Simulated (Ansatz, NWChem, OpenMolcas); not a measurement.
# A ladder of methods for P2H4 (diphosphine)

The species is P2H4 (6 atoms), meant as a singlet with charge 0. SMILES: `PP`. The shape is that of a PBE0-D4/def2-TZVP optimisation. This is one conformer, not always the lowest.

```xyz
6

P     0.3651   -1.0488   -0.0823
P    -0.3652    1.0491    0.0781
H    -0.4970   -1.5216    0.9450
H    -0.5721   -1.3929   -1.0949
H     0.5028    1.5246   -0.9429
H     0.5664    1.3896    1.0970
```

Each level gives the HOMO–LUMO gap (eV). The values are calculated.

| level | kind | program | value (eV) | CPU time |
| --- | --- | --- | --- | --- |
| revPBE/aug-cc-pVDZ | GGA | OpenMolcas | 4.70 | 30 s |
| B3LYP/aug-cc-pVDZ | global hybrid | OpenMolcas | 6.06 | 33 s |
| BHLYP/aug-cc-pVDZ | global hybrid | Ansatz | 7.86 | 8.1 s |
| PBE0/aug-cc-pVDZ | global hybrid | NWChem | 6.47 | 29 s |
| r2SCAN0/aug-cc-pVDZ | hybrid meta-GGA | Ansatz | 6.84 | 12 s |
| HSE06/aug-cc-pVDZ | range-separated hybrid | Ansatz | 5.74 | 7.3 s |
| B2PLYP/aug-cc-pVDZ | double hybrid | Ansatz | 7.93 | 9.7 s |
| PBE-QIDH/aug-cc-pVDZ | double hybrid | Ansatz | 9.02 | 8.9 s |

The values span 4.70 to 9.02 eV. Orbital gaps aren't excitation energies, and those of double hybrids come from the SCF part alone; they tend to grow with the share of exact exchange. Times are those of the runs behind each value, whatever else they computed, on shared processors of several kinds: orders of magnitude only.

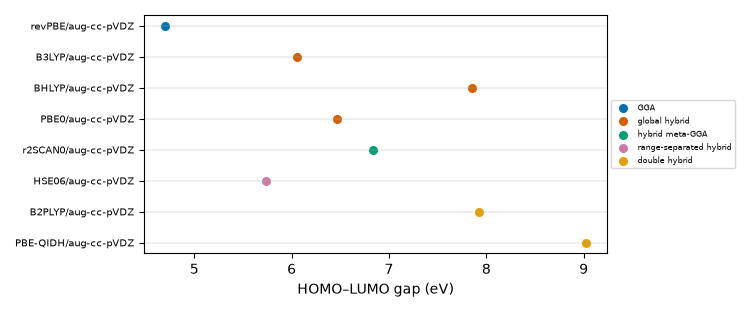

The values of the table, level by level.
